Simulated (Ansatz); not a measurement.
```xyz
10

F    -2.4246    0.7853   -0.5009
Si   -1.2784    0.4597    0.5508
Se   -0.0375    2.3102    0.9563
O    -0.4033   -0.7471   -0.0704
Si    1.1177   -1.2244   -0.4781
H    -1.9102    0.0539    1.8189
H     0.3348    2.4306   -0.4607
H     1.7656   -0.1866   -1.3193
H     0.9951   -2.4881   -1.2408
H     1.9240   -1.4447    0.7472
```

Geometry: PBE0-D4/def2-TZVP.

The calculation used Ansatz, RKS PBE0-D4/def2-TZVPP.

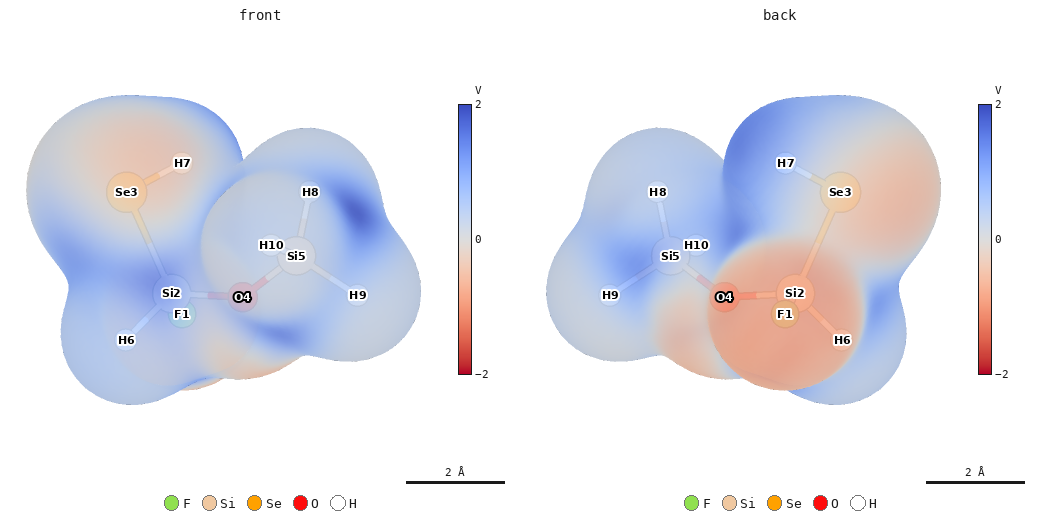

FH5OSeSi2 (SMILES F[SiH]([SeH])O[SiH3]). The electrostatic potential painted on the density surface at 0.002 e/bohr³, seen from the front and from behind; red is negative and blue positive.

### Which sites attract a positive test charge, and which a negative one?

A positive charge is drawn to the negative regions and a negative charge to the positive ones. The most negative region (about −0.9 V, or −21 kcal/mol for a unit charge) lies over F1, the most positive (about +1.5 V, or +35 kcal/mol for a unit charge) over Si5.
